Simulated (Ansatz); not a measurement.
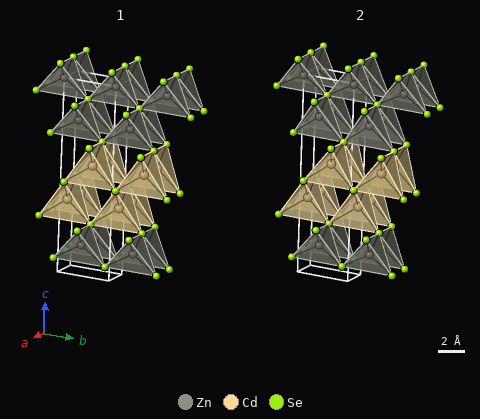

Two geometries of a crystal of Zn₃Cd₂Se₅ (a generated structure, set up in P1) (coarse preliminary run), drawn at one scale. One is the start of a relaxation, the other its converged end. The picture is a polyhedral view of the cell of the calculation, repeated 2 × 2 × 1 with one cell outlined, seen slightly off an axis.

Computed with DFT PBE, scalar-relativistic, plane waves, PAW (Ansatz 0.2.0). Set-up: plane-wave cutoff 420 eV; k-point mesh 4 × 4 × 4; occupations gaussian; smearing width 0.1 eV; no spin polarisation; cell and atoms relaxed; force threshold 0.025 eV/Å; at most 60 steps.

Question: Which of the two is the end point?

Answer: Structure 1 is the relaxed one. The largest move relative to the cell is that of a Se atom, 0.33 Å in a general direction near [−1 −2 0]. By element the largest moves are Se 0.33 Å, Zn 0.23 Å, Cd 0.14 Å. Cell: a 4.243 → 4.181 Å (−1.5 %), b 4.084 → 4.181 Å (+2.4 %), c 15.382 → 15.125 Å (−1.7 %), α 98.8° → 97.9°, γ 88.9° → 90.0°. Volume −0.6 %. Near-neighbour distances that change, for instance: Se–Zn 2.824 → 2.499 Å, Se–Zn 2.802 → 2.499 Å, Se–Zn 2.779 → 2.505 Å, Se–Zn 2.274 → 2.499 Å. Bond angles that change, for instance: Zn–Se–Cd 126.6° → 109.8°, Zn–Se–Cd 96.6° → 109.8°, Se–Cd–Se 100.4° → 112.5°. The space group (tolerance 0.01 Å) goes from P1 (No. 1) to I-4m2 (No. 119). After 4 accepted moves (5 points after the start) the energy has fallen by 97.3 meV per atom. Largest force component: 1.5 eV/Å at the start, 0.0062 eV/Å at the end. Pressure: 1.38 GPa at the start and 0.00 GPa at the end. At 1 point the geometry stayed and the basis and grid were re-selected for the new cell (energy shift of less than 0.05 meV per atom at most each time).
